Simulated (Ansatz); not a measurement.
# TiO2 (Anatase): given cell or relaxed cell?

Aim: gaps of TiO2 (Anatase) at the database cell and after a full relaxation.

Calculated with Ansatz 0.2.0; PBE, HSE06 and G0W0, plane waves, PAW.

**The experiments to reproduce.**

- Gap 3.45 eV: optical bandgap, film annealed at 520 °C; spectroscopic ellipsometry; film (polycrystalline sol-gel film on Si(100), annealed 3 h at 520 °C) (“Photocatalytic Performance of Sol-Gel Prepared TiO2 Thin Films Annealed at Various Temperatures”, 2023, pmc:10419699).

- Gap 3.22 eV: optical gap from modified Kubelka-Munk plot, exponent 1/2 (indirect); diffuse reflectance UV-Vis; powder (commercial anatase powder, 20 nm crystallites) (“Olive Leaves as Biotemplates for Enhanced Solar-Light Harvesting by a Titania-Based Solid”, 2020, pmc:7353264).

- Gap 3.87 eV: direct optical gap from Tauc plot; UV-vis absorption, Tauc plot; film (thin TiO2 layer grown by atomic layer deposition) (“Development of 2-in-1 Sensors for the Safety Assessment of Lithium-Ion Batteries via Early Detection of Vapors Produced by Electrolyte Solvents”, 2023, pmc:10251352).

- Gap 3.98 eV: direct quasiparticle gap around Gamma; experiment quoted from earlier work; bulk crystal (anatase, value from earlier experiment) (quoted in “Giant exciton Mott density in anatase TiO2”, 2020, arxiv:2007.10051).

- Gap 3.17 eV: gap from valence band edge and flat band potential; valence-band XPS and Mott-Schottky plots; film (“Enhancement of Titania Photoanode Performance by Sandwiching Copper between Two Titania Layers”, 2020, pmc:7579609).

This is a selection; 13 further reports are not listed.

### 1. The starting structure

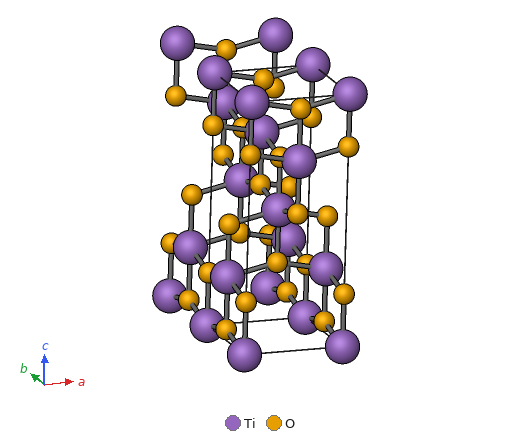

Start, viewed slightly off an axis; titanium purple, oxygen orange. 1×2×1 cells are drawn. This picture shows the conventional cell, with its axes. Some periodic images of atoms are drawn too.

The cell and positions come from the Crystallography Open Database and are kept as given unless a step says otherwise. The default PAW set here is soft_2. Its files were made with PBE.

### 2. PBE bands at the given cell

Levels along a band path, at the cheap level, show where the edges lie and whether the meshes to come will hold them.

This step: DFT, PBE, plane waves, PAW.

File input.yaml:

```yaml
crystal:
  lattice:
    - [-1.8921, 1.8921, 4.7573]
    - [1.8921, -1.8921, 4.7573]
    - [1.8921, 1.8921, -4.7573]
  atoms:
    - { symbol: Ti, position: [0.0, 0.0, 0.0] }
    - { symbol: Ti, position: [0.75, 0.25, 0.5] }
    - { symbol: O, position: [0.2081, 0.2081, 0.0] }
    - { symbol: O, position: [0.9581, 0.4581, 0.5] }
    - { symbol: O, position: [0.5419, 0.0419, 0.5] }
    - { symbol: O, position: [0.7919, 0.7919, 0.0] }
kpoints:
  mp_grid: { grid: [8, 8, 8] }
  band_path:
    path:
      - [[0.0, 0.0, 0.0], [0.0, 0.0, 0.5], [0.25, 0.25, 0.25], [0.0, 0.5, 0.0], [0.0, 0.0, 0.0], [0.5, 0.5, -0.5], [0.28954641, 0.71045359, -0.28954641]]
      - [[-0.28954641, 0.28954641, 0.28954641], [0.0, 0.0, 0.0]]
      - [[0.0, 0.0, 0.5], [-0.07909283, 0.07909283, 0.5]]
      - [[0.5, 0.5, -0.07909283], [0.5, 0.5, -0.5]]
    npoints: 10
hamiltonian:
  xc: pbe
scf:
  occupations: { method: fermi_dirac, width: 0.02 }
  n_extra_bands: 6
output:
  eigenvalues: true
  forces: true
  stress: true
  write_density: true
  write_potential: true
  elf: true
  volumetric_format: npy
```

On the command line:

```sh
ansatz run input.yaml --threads 3 --pin off --max-ram 64512MiB --backend cuda --events-out ev --progress --plain --runs-dir out --devices 1 --max-vram 24GiB  # rebuilt from the run's record
```

Numbers of over 12 decimals in the logs are rounded to 6 here.

Log:

```text
scf.n_extra_bands = 6 over 24 filled bands (N_el = 48.0): the run solves 30 bands
GPUs: using 1 of 1 available (devices: 1).
Engine: ansatz 0.2.0, x86_64-unknown-linux-gnu
Pseudopotentials: kind: paw
Pseudopotential: Ti, paw, valence charge 12, recommended cutoff 420 eV (normal), Ti.paw.azcp
Pseudopotential: O, paw, valence charge 6, recommended cutoff 420 eV (normal), O.paw.azcp
Functional definition: PBE
  parameter kappa = 0.804
  parameter beta = 0.066725
  exchange = pbe_x(kappa = kappa, mu = beta*pi^2/3)
  correlation = pbe_c(beta = beta)
device memory: the entry about to start is reckoned to put 2.8 GiB on a device that reports 66.8 GiB free (of which the cap on the GPU budget leaves the run 24.0 GiB)
GPU FFT provider: cuFFT
GPU libraries: cuBLAS 13.8.2, cuFFT 12.4.0, cuSOLVER 12.3.4
Crystal: 6 atoms, lattice volume = 68.125 Å³
Basis set: ecut = 420 eV, 1315 PW (Γ), exchange–correlation on 80×80×80 points (8 copies of the dense FFT grid, shifted against one another)
Bands: 30, of which v1, the nominal top of the filled ones, is band 24 counted from 1 (23 counted from 0)
Symmetry: 16 space group operations
Space group: I41/amd (ITA 141), of the structure as read, at distance tolerance 4.1e-5 Å
k-points: 59 of 512
Non-local potential: Ti, projectors of the file, l = 0: 3, l = 1: 2, l = 2: 3, l = 3: 1
Non-local potential: O, projectors of the file, l = 0: 2, l = 1: 2, l = 2: 1
PAW form: soft (Blöchl's): semilocal exchange-correlation on the pseudo side does not see the compensation charge
PAW one-centre angular grid: Ti, 590 points (default); XC on 64 Gauss nodes
PAW one-centre angular grid: O, 110 points (default); XC on 64 Gauss nodes
Initial density: superposition of atomic densities (neutral atoms: chi_scale 0, normalization atom), corrected by the library's trained network
Initial wavefunctions: pseudopotential atomic-orbital guess
GPU buffer pool allocated for 64000 grid points (all kernels)
GPU transforms: local potential and band sums: pruned to the plane-wave sphere, on 40×40×40
Functional: x = pbe(κ = 0.804, μ = 0.219515), c = pbe(β = 0.066725)
SCF iter   1: F=—  HF=-7277.469084 eV  |F-HF|=—  |Δ(HF+E_count)|=         —  Δρ=3.44e-3  dr2=3.14e-3  ethr=1.77e-3  ⟨swp⟩=6.0  Hψ=7380  notcnv=0
preconditioner: auto → none  [insulator: Δε(μ)=2.180 eV  Ē_g=9.666 eV  σ=0.020 eV  W_gap=1.00  n_scr=14 (ndim 8)  ℏωp=25.4 eV  f_vac=0.102  D(μ)=0.00/eV (n_scr^D=0)  ε∞_Penn≈7.9]
SCF iter   2: F=—  HF=-7277.470748 eV  |F-HF|=—  |Δ(HF+E_count)|=   1.66e-3  Δρ=2.63e-3  dr2=3.50e-3  ethr=6.54e-6  ⟨swp⟩=2.9  Hψ=3835  notcnv=0  defer=118
SCF iter   3: F=—  HF=-7277.470727 eV  |F-HF|=—  |Δ(HF+E_count)|=   2.15e-5  Δρ=1.47e-3  dr2=1.02e-3  ethr=6.54e-6  ⟨swp⟩=2.0  Hψ=2819  notcnv=0  defer=118
SCF iter   4: F=—  HF=-7277.470922 eV  |F-HF|=—  |Δ(HF+E_count)|=   1.95e-4  Δρ=6.34e-4  dr2=1.78e-4  ethr=2.11e-6  ⟨swp⟩=2.3  Hψ=2050  notcnv=0  defer=118
SCF iter   5: F=—  HF=-7277.470918 eV  |F-HF|=—  |Δ(HF+E_count)|=   4.10e-6  Δρ=1.30e-4  dr2=6.88e-6  ethr=3.70e-7  ⟨swp⟩=2.0  Hψ=2196  notcnv=0  defer=118
SCF iter   6: F=—  HF=-7277.470787 eV  |F-HF|=—  |Δ(HF+E_count)|=   1.31e-4  Δρ=1.32e-5  dr2=5.20e-8  ethr=2.08e-10  ⟨swp⟩=12.9  Hψ=17979  notcnv=0
SCF iter   7: F=-7277.470787 eV  HF=-7277.470787 eV  |F-HF|=2.18e-11  |Δ(HF+E_count)|=   5.02e-8  Δρ=1.38e-6  dr2=6.33e-10  ethr=1.08e-10  ⟨swp⟩=5.7  Hψ=10407  notcnv=0
SCF 1 converged in 7 iterations: F = -7277.470787 eV  dr2 = 6.33e-10
[...]
device memory: the entry about to start is reckoned to put 3.3 GiB on a device that reports 65.2 GiB free (of which the cap on the GPU budget leaves the run 24.0 GiB)
NSCF: frozen V_eff on 94 k-points, pencils in batches of 32, up to order 132
SCF converged after 7 iterations
Free energy (F): -7277.470787 eV
Harris-Foulkes:  -7277.470787 eV  (|F-HF|=2.18e-11)
Internal energy: -7277.470787 eV  (E = F + TS)
E sigma→0 (E₀):  -7277.470787 eV
Fermi energy:    8.398127 eV
--- Per-component energies (eV) ---
  E_band       = -455.209202
  E_kinetic    = 1248.479988
  E_local      = -3570.337232  (includes V_loc(G=0)·N_el)
  E_nonlocal   = 196.560395
  E_hartree    = 1385.286831
  E_xc         = -492.965163
  E_vxc        = -624.309414  (∫ρ·V_xc dr)
  E_paw        = -2722.310112  (= ΣΔE_a)
  E_vpaw       = -476.186265  (= ΣTr[D̂ρ^β])
  E_aug_tail   = 0.010058  (compensation charges beyond the density's cutoff)
  E_ewald      = -3322.195552
  E_smearing   = -0.000000  (= −TS)
  E_closure    = 0.000000  (closes the sum)
  Σ components = -7277.470787   (vs F -7277.470787, Δ=0.00e0)
--- Forces (eV/Å), atoms counted from 1 ---
  atom   1  Ti    -0.00000000     0.00000000    -0.00000000
  atom   2  Ti     0.00000000     0.00000000     0.00000000
  atom   3  O      0.00000000    -0.00000000     0.10209762
  atom   4  O     -0.00000000     0.00000000     0.10209762
  atom   5  O     -0.00000000    -0.00000000    -0.10209762
  atom   6  O      0.00000000    -0.00000000    -0.10209762
  max |Σ_I F_I| component: 4.16e-17 eV/Å
--- Stress (GPa, compression-positive) ---
        4.738741      -0.000000       0.000000
       -0.000000       4.738741      -0.000000
        0.000000      -0.000000       6.028904
  P = ⅓ Tr σ = 5.1688 GPa (51.688 kbar)
--- Band table (eV; the first three rows and the last of 59) ---
  k-point 0: bands = [... 20 lower, 6.5768, 6.5768, 6.8602, 6.8602, 9.4571, 10.1978, 11.3380, 11.3380, ... 2 higher]
  k-point 1: bands = [... 20 lower, 6.2459, 6.2518, 6.6209, 7.0270, 10.0698, 10.2790, 10.7822, 11.1137, ... 2 higher]
  k-point 2: bands = [... 20 lower, 5.4957, 6.3712, 6.7340, 7.0822, 10.3252, 10.4758, 10.8549, 11.0811, ... 2 higher]
  k-point 58: bands = [... 20 lower, 6.0736, 6.0736, 7.2096, 7.2096, 9.8145, 9.8145, 11.1182, 11.1182, ... 2 higher]
```

Elapsed: 4.9 s, on 1 × NVIDIA H100 80GB HBM3 (shared by 3 runs) with 3 threads of AMD EPYC 7R13 (Zen 3), shared host; peak memory 1 GiB.

Reading the cycles: dr2 is the Hartree energy of the density residual (eV), the measure of convergence; HF is the Harris–Foulkes estimate of the energy, which meets the free energy F at convergence.

This step gave:

```yaml
pressure: 5.169 GPa
filled_bands: 24
gap: 2.121 eV
valence_top_at: k = (0.000, 0.000, 0.450)
conduction_bottom_at: Γ
least_direct_gap: 2.463 eV
```

The gap is indirect, with the least direct gap 0.34 eV higher. The pressure of 5 GPa says that this functional would expand the cell; it is kept.

### 3. Relaxing cell and ions

A relaxation at this level of theory: leftover forces would pass straight into the levels.

input.yaml, the sections that differ from step 2:

```yaml
kpoints:
  mp_grid: { grid: [8, 8, 8] }
scf:
  occupations: { method: fermi_dirac, width: 0.02 }
relax:
  f_tol: 0.01
  max_steps: 60
  cell: {}
# crystal, hamiltonian: as in step 2
# output: removed
```

Log:

```text
basis.fft_grid_basis auto: the FFT boxes are laid along the combinations [[1, 0, 1], [0, 1, 1], [0, 0, 1]] of the cell's own vectors, 3.784, 3.784 and 5.458 Å long. The dense box has 27×27×40 points. Along the cell's own vectors, as sized, it would have 40×40×40, 2.19 times as many. Of the 16 symmetry operations that the crystal satisfies within crystal.symmetry.tolerance (time reversal apart; of a slab, those that k [...]
GPUs: using 1 of 1 available (devices: 1).
[...]
GPU FFT provider: cuFFT
GPU libraries: cuBLAS 13.8.2, cuFFT 12.4.0, cuSOLVER 12.3.4
Crystal: 6 atoms, lattice volume = 68.125 Å³
Basis set: ecut = 420 eV, 1315 PW (Γ), FFT grids on a1+a3, a2+a3, a3, exchange–correlation on 54×54×80 points (8 copies of the dense FFT grid, shifted against one another)
Bands: 30, of which v1, the nominal top of the filled ones, is band 24 counted from 1 (23 counted from 0)
Symmetry: 16 space group operations
[...]
k-points: 59 of 512
[...]
GPU buffer pool allocated for 29160 grid points (all kernels)
[...]
SCF iter   1: F=—  HF=-7277.469182 eV  |F-HF|=—  |Δ(HF+E_count)|=         —  Δρ=3.44e-3  dr2=3.14e-3  ethr=1.77e-3  ⟨swp⟩=6.0  Hψ=7407  notcnv=0
[...]
SCF iter   7: F=-7277.470787 eV  HF=-7277.470787 eV  |F-HF|=1.54e-10  |Δ(HF+E_count)|=   5.46e-8  Δρ=1.40e-6  dr2=7.37e-10  ethr=8.93e-11  ⟨swp⟩=1.6  Hψ=5713  notcnv=0
SCF 1 converged in 7 iterations: F = -7277.470787 eV  dr2 = 7.37e-10
[...]
relax step   1: F+E_penalty+E_count = -7277.47078656 eV  Δ(F+E_penalty+E_count) = +0.000e0 eV  max|allowed force component| = 1.021e-1 eV/Å  Δτ_max = 0.0000 Å  P = +5.169 GPa  Ω = 68.125 Å³  (7 SCF iters, dr2 threshold 1.00e-7 eV, accepted)
[...]
relax step   2: F+E_penalty+E_count = -7277.49010744 eV  Δ(F+E_penalty+E_count) = -1.932e-2 eV  max|allowed force component| = 3.254e-2 eV/Å  Δτ_max = 0.0058 Å  P = +1.471 GPa  Ω = 69.315 Å³  energy of the carried Pulay correction = -5.028e-3 eV  (5 SCF iters, dr2 threshold 6.00e-7 eV, accepted)
[...]
relax step   4: F+E_penalty+E_count = -7277.49093203 eV  Δ(F+E_penalty+E_count) = -1.478e-4 eV  max|allowed force component| = 2.224e-3 eV/Å  Δτ_max = 0.0026 Å  P = -0.008 GPa  Ω = 69.877 Å³  energy of the carried Pulay correction = -7.371e-3 eV  (5 SCF iters, dr2 threshold 2.44e-7 eV, accepted)
[...]
relax step   6: F+E_penalty+E_count = -7277.49942753 eV  Δ(F+E_penalty+E_count) = +3.031e-4 eV  max|allowed force component| = 7.281e-4 eV/Å  Δτ_max = 0.0025 Å  P = +0.013 GPa  Ω = 69.983 Å³  energy of the carried Pulay correction = -4.571e-4 eV  (4 SCF iters, dr2 threshold 2.87e-7 eV, accepted)
[...]
relax step   8: F+E_penalty+E_count = -7277.49998867 eV  Δ(F+E_penalty+E_count) = +4.398e-5 eV  max|allowed force component| = 5.614e-5 eV/Å  Δτ_max = 0.0004 Å  P = +0.001 GPa  Ω = 69.994 Å³  energy of the carried Pulay correction = -4.768e-5 eV  (5 SCF iters, dr2 threshold 6.98e-9 eV, accepted)
[...]
relax step   9: F+E_penalty+E_count = -7277.50002839 eV  Δ(F+E_penalty+E_count) = -3.971e-5 eV  max|allowed force component| = 4.630e-5 eV/Å  Δτ_max = 0.0000 Å  P = +0.001 GPa  Ω = 69.994 Å³  stress off target by 6.02e-3 GPa  SCF on the basis re-selected at this cell (its energy is not comparable with the rows above)  (5 SCF iters)
[...]
SCF converged after 5 iterations
Free energy (F): -7277.500028 eV
[...]
Internal energy: -7277.500028 eV  (E = F + TS)
E sigma→0 (E₀):  -7277.500028 eV
Fermi energy:    8.039105 eV
[...]
--- Forces (eV/Å), atoms counted from 1 ---
  atom   1  Ti     0.00000000     0.00000000     0.00000000
  atom   2  Ti    -0.00000000     0.00000000     0.00000000
  atom   3  O      0.00000000    -0.00000000     0.00004630
  atom   4  O     -0.00000000    -0.00000000     0.00004630
  atom   5  O      0.00000000    -0.00000000    -0.00004630
  atom   6  O      0.00000000     0.00000000    -0.00004630
  max |Σ_I F_I| component: 2.93e-18 eV/Å
--- Stress (GPa, compression-positive) ---
       -0.001610      -0.000000       0.000000
       -0.000000      -0.001610       0.000000
       -0.000000      -0.000000       0.006015
  P = ⅓ Tr σ = 0.0009 GPa (0.009 kbar)
--- Band table (eV; the first three rows and the last of 59) ---
  k-point 0: bands = [... 20 lower, 6.1801, 6.1890, 6.5535, 6.5535, 9.0990, 9.7663, 10.9563, 10.9563, ... 2 higher]
  k-point 1: bands = [... 20 lower, 5.8760, 5.8913, 6.2660, 6.7103, 9.6873, 9.8470, 10.3902, 10.6807, ... 2 higher]
  k-point 2: bands = [... 20 lower, 5.2344, 6.0175, 6.3994, 6.7748, 9.8698, 10.0427, 10.4347, 10.6082, ... 2 higher]
  k-point 58: bands = [... 20 lower, 5.7397, 5.7397, 6.8720, 6.8720, 9.4219, 9.4219, 10.6834, 10.6834, ... 2 higher]
--- Relaxed structure (6 steps of the walk, 6 accepted, 3 SCFs on fresh bases) ---
  F+E_penalty+E_count = -7277.50002839 eV   max|allowed force component| = 4.630e-5 eV/Å   (the final SCF, on the basis selected at the relaxed cell)
  cell:  # Å, volume = 69.9943 Å³
    - [-1.899443, 1.899443, 4.850095]
    - [1.899443, -1.899443, 4.850095]
    - [1.899443, 1.899443, -4.850095]
  atoms:
    - { symbol: Ti, position: [0, 0, 0] }
    - { symbol: Ti, position: [0.75, 0.250000, 0.5] }
    - { symbol: O, position: [0.206460, 0.206460, 0] }
    - { symbol: O, position: [0.956460, 0.456460, 0.5] }
    - { symbol: O, position: [0.543540, 0.043540, 0.500000] }
    - { symbol: O, position: [0.793540, 0.793540, 0] }
```

The job ended after 10 s (1 × NVIDIA H100 80GB HBM3 (shared by 3 runs) with 3 threads; peak memory 1 GiB; 12 s of CPU time).

Step by step:

| step | energy less that of the first step (eV) | largest force component (eV/Å) | pressure (GPa) | volume (Å³) |
| --- | --- | --- | --- | --- |
| 1 | 0.0000 | 0.1021 | 5.17 | 68.13 |
| 2 | -0.0193 | 0.0325 | 1.47 | 69.32 |
| 3 | -0.0200 | 0.0058 | -0.02 | 69.85 |
| 4 | -0.0201 | 0.0022 | -0.01 | 69.88 |
| 5* | -0.0289 | 0.0020 | 0.22 | 69.88 |
| 6 | -0.0286 | 0.0007 | 0.01 | 69.98 |
| 7* | -0.0292 | 0.0007 | 0.02 | 69.98 |
| 8 | -0.0292 | 0.0001 | 0.00 | 69.99 |
| 9* | -0.0292 | 0.0000 | 0.00 | 69.99 |

Relaxation steps marked * repeat the geometry before them on a plane-wave basis chosen anew for their cell, so energy and pressure can jump there.

Forces are held to the 16 operations that the run works with; a distortion that breaks them can't arise in this run.

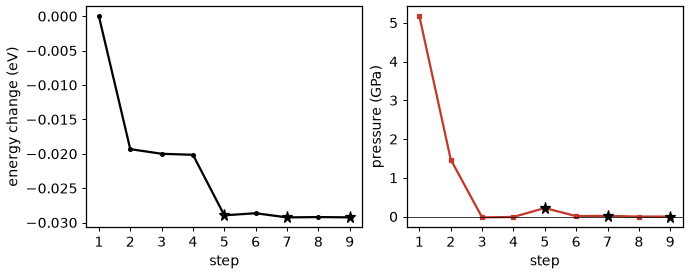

Energy and pressure along the relaxation. Stars mark steps on a basis chosen anew.

| conventional cell, symmetrised | before | after | change |
| --- | --- | --- | --- |
| a (Å) | 3.784 | 3.799 | +0.4 % |
| b (Å) | 3.784 | 3.799 | +0.4 % |
| c (Å) | 9.515 | 9.700 | +2.0 % |
| volume (Å³/atom) | 11.35 | 11.67 | +2.7 % |

The atoms that moved most (Å, as changes of fractional coordinates times the final cell):

| atom | dx | dy | dz | length |
| --- | --- | --- | --- | --- |
| O4 | 0.000 | 0.000 | -0.016 | 0.016 |
| O3 | 0.000 | 0.000 | -0.016 | 0.016 |
| O5 | 0.000 | 0.000 | 0.016 | 0.016 |
| O6 | 0.000 | 0.000 | 0.016 | 0.016 |

The relaxed structure:

```cif
data_structure
_symmetry_space_group_name_H-M 'P 1'
_symmetry_Int_Tables_number 1
_cell_length_a 5.5443
_cell_length_b 5.5443
_cell_length_c 5.5443
_cell_angle_alpha 139.930
_cell_angle_beta 139.930
_cell_angle_gamma 57.960
_cell_volume 69.99
loop_
_atom_site_label
_atom_site_type_symbol
_atom_site_fract_x
_atom_site_fract_y
_atom_site_fract_z
_atom_site_occupancy
Ti1 Ti 0.00000 0.00000 0.00000 1
Ti2 Ti 0.75000 0.25000 0.50000 1
O3 O 0.20646 0.20646 0.00000 1
O4 O 0.95646 0.45646 0.50000 1
O5 O 0.54354 0.04354 0.50000 1
O6 O 0.79354 0.79354 0.00000 1
```

### 4. PBE at the relaxed cell

File input.yaml:

```yaml
crystal:
  lattice:
    - [-1.8994427693, 1.8994427693, 4.8500949441]
    - [1.8994427693, -1.8994427693, 4.8500949441]
    - [1.8994427693, 1.8994427693, -4.8500949441]
  atoms:
    - { symbol: Ti, position: [0.0, 0.0, 0.0] }
    - { symbol: Ti, position: [0.75, 0.25, 0.5] }
    - { symbol: O, position: [0.2064600904, 0.2064600904, 0.0] }
    - { symbol: O, position: [0.9564600904, 0.4564600904, 0.5] }
    - { symbol: O, position: [0.5435399096, 0.0435399096, 0.5] }
    - { symbol: O, position: [0.7935399096, 0.7935399096, 0.0] }
kpoints:
  mp_grid: { grid: [8, 8, 8] }
  band_path:
    path:
      - [[0.0, 0.0, 0.0], [0.0, 0.0, 0.5], [0.25, 0.25, 0.25], [0.0, 0.5, 0.0], [0.0, 0.0, 0.0], [0.5, 0.5, -0.5], [0.28954641, 0.71045359, -0.28954641]]
      - [[-0.28954641, 0.28954641, 0.28954641], [0.0, 0.0, 0.0]]
      - [[0.0, 0.0, 0.5], [-0.07909283, 0.07909283, 0.5]]
      - [[0.5, 0.5, -0.07909283], [0.5, 0.5, -0.5]]
    npoints: 10
hamiltonian:
  xc: pbe
scf:
  occupations: { method: fermi_dirac, width: 0.02 }
  n_extra_bands: 6
output:
  eigenvalues: true
  forces: true
  stress: true
```

Log:

```text
[...]
GPUs: using 1 of 1 available (devices: 1).
[...]
GPU FFT provider: cuFFT
GPU libraries: cuBLAS 13.8.2, cuFFT 12.4.0, cuSOLVER 12.3.4
Crystal: 6 atoms, lattice volume = 69.994 Å³
Basis set: ecut = 420 eV, 1365 PW (Γ), FFT grids on a1+a3, a2+a3, a3, exchange–correlation on 54×54×80 points (8 copies of the dense FFT grid, shifted against one another)
[...]
k-point 0: bands = [... 20 lower, 6.1802, 6.1890, 6.5536, 6.5536, 9.0991, 9.7664, 10.9563, 10.9563, ... 2 higher]
  k-point 1: bands = [... 20 lower, 5.8761, 5.8914, 6.2660, 6.7103, 9.6874, 9.8471, 10.3902, 10.6807, ... 2 higher]
  k-point 2: bands = [... 20 lower, 5.2344, 6.0175, 6.3994, 6.7748, 9.8699, 10.0428, 10.4348, 10.6082, ... 2 higher]
  k-point 58: bands = [... 20 lower, 5.7398, 5.7398, 6.8721, 6.8721, 9.4219, 9.4219, 10.6835, 10.6835, ... 2 higher]
[key lines of the parts left out:]
SCF converged after 6 iterations
Free energy (F): -7277.500028 eV
Fermi energy:    8.039167 eV
P = ⅓ Tr σ = 0.0009 GPa (0.009 kbar)
```

Run time: 4.6 s. Hardware: 1 × NVIDIA H100 80GB HBM3 (shared by 3 runs) with 3 threads; peak memory 0.97 GiB; 6.2 s of CPU time.

Numbers from this step:

```
pressure             : 9.46e-4 GPa
gap                  : 2.129 eV
valence top at       : k = (0.000, 0.000, 0.450)
conduction bottom at : Γ
least direct gap     : 2.430 eV
```

The gap is indirect, with the least direct gap 0.30 eV higher.

(Continued in part 2 of 2.)

[Paths, hosts, dates, memory and timing lines, banners, echoed tables and standing remarks are left out of the program output.]

[Logs are printed without paths, hosts, clocks, repeated set-up lines and the standing remarks that a program may print on its own settings, such as how far it seeks lower states.]

[Runs of the session that timed out or met a known fault of the program may be left out.]

[Cells called generated may have been cut or substituted from an entry of the Crystallography Open Database or the Materials Project.]

[Hosts, paths, dates, database ids (printed as entryN), source tags and the programs' standing remarks are cut or masked in the printed files.]
